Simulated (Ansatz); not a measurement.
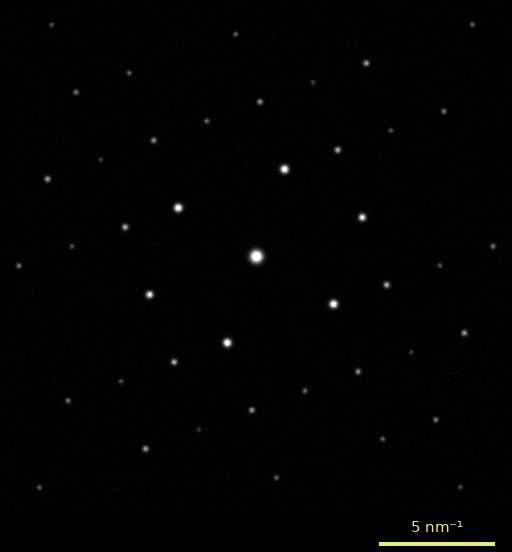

Simulated selected-area electron diffraction pattern (200 kV, kinematic approximation, thin crystal, B = 0.8 Å² for all atoms).

Q: What net do the spots form, and what spacings does it show?

A: The spots form a rectangular net whose two shortest vectors correspond to d = 4.04 Å and 3.18 Å, 90.0° apart.

Q: What is the point symmetry of the pattern, intensities included?

A: 2mm. A zero-layer kinematic pattern is always centrosymmetric (Friedel's law).

Q: Which crystal and zone produced it?

A: This cannot be fixed from one zone alone; the pattern is [110] of P, space group Cmce (No. 64), a = 3.352 Å, b = 10.078 Å, c = 4.039 Å. The net vectors are 0 0 1 (itself extinct) and -1 1 0 (itself extinct). Structure: the input geometry of an electronic-structure calculation (not necessarily at equilibrium).
